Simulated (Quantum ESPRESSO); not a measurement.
# Work function of Ta(110) against the slab's thickness (PBEsol, Quantum ESPRESSO)

How thick must a slab of Ta(110) be for a steady work function?

All values are computed: Quantum ESPRESSO 7.5, PBEsol, plane waves, scalar-relativistic unless marked; slabs or sheets with vacuum, the vacuum level from the planar mean of the electrostatic potential. 1×1 cells on a fixed bulk lattice, outer layers relaxed.

| layers | thickness (Å) | work function (eV) |
| --- | --- | --- |
| 4 | 6.7 | 4.88 |
| 5 | ? | ? |
| 6 | 11.3 | 4.82 |
| 7 | 13.7 | 4.84 |
| 8 | 15.9 | 4.83 |

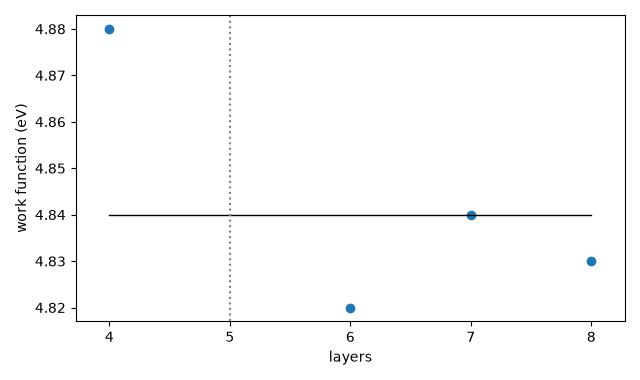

The shown rows (points), the fit (line) and the place of the withheld row (dotted).

**Fit.** The shown values lie within 0.04 eV of their mean, 4.84 eV, with no steady drift. The mean serves as the estimate. Confinement across the slab splits the bands into subbands, and the work function moves a little each time one crosses the Fermi level.

**The withheld row.** The prediction is the mean = 4.84 eV. The run gave thickness 9 Å, work function 4.84 eV. The miss in work function is +0.00 eV, within the scatter of the fitted rows.

The k-mesh adds scatter of its own.
